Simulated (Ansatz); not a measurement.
Reaction (SMILES): F[SiH2]F → 2 F atom + 2 H atom + Si atom
B3LYP-D3(BJ)/def2-TZVP geometries, fixed; electronic energies without zero-point terms.

Basis-set convergence of the atomisation energy at PBE with Ansatz (a first-principles code). Cartesian d functions, on some or all atoms, in 6-311+G**; all else is spherical. The program fits the integrals of some runs and decomposes those of others, by size. Open shells are unrestricted. No added dispersion term, no relativity. Functions are those of the species that has most. Reference: the value in aug-pcseg-3, 440.83 kcal/mol, itself unsure by roughly 0.32 kcal/mol (its mean distance from aug-cc-pV(Q+d)Z, cc-pV(5+d)Z, def2-QZVPPD). Deviations are taken from unrounded values.

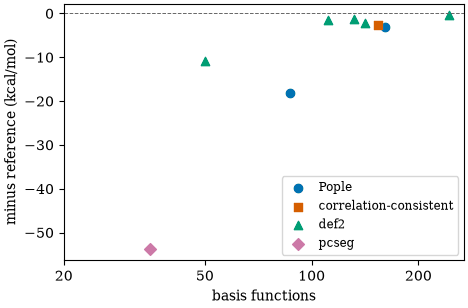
Deviation from the reference against the number of basis functions, by family of sets.

```json
[
 {"basis": "pcseg-0", "functions": "35", "atomisation energy (kcal/mol)": "387.16", "minus reference (kcal/mol)": "-53.67"},
 {"basis": "def2-SV(P)", "functions": "50", "atomisation energy (kcal/mol)": "429.89", "minus reference (kcal/mol)": "-10.95"},
 {"basis": "6-311+G**", "functions": "87", "atomisation energy (kcal/mol)": "422.64", "minus reference (kcal/mol)": "-18.19"},
 {"basis": "def2-TZVP", "functions": "111", "atomisation energy (kcal/mol)": "439.29", "minus reference (kcal/mol)": "-1.54"},
 {"basis": "def2-TZVPP", "functions": "132", "atomisation energy (kcal/mol)": "439.55", "minus reference (kcal/mol)": "-1.29"},
 {"basis": "def2-TZVPD", "functions": "141", "atomisation energy (kcal/mol)": "438.74", "minus reference (kcal/mol)": "-2.09"},
 {"basis": "jun-cc-pV(T+d)Z", "functions": "154", "atomisation energy (kcal/mol)": "438.08", "minus reference (kcal/mol)": "-2.75"},
 {"basis": "6-311++G(3df,3pd)", "functions": "161", "atomisation energy (kcal/mol)": "437.81", "minus reference (kcal/mol)": "-3.02"},
 {"basis": "def2-QZVPP", "functions": "244", "atomisation energy (kcal/mol)": "440.38", "minus reference (kcal/mol)": "-0.46"}
]
```
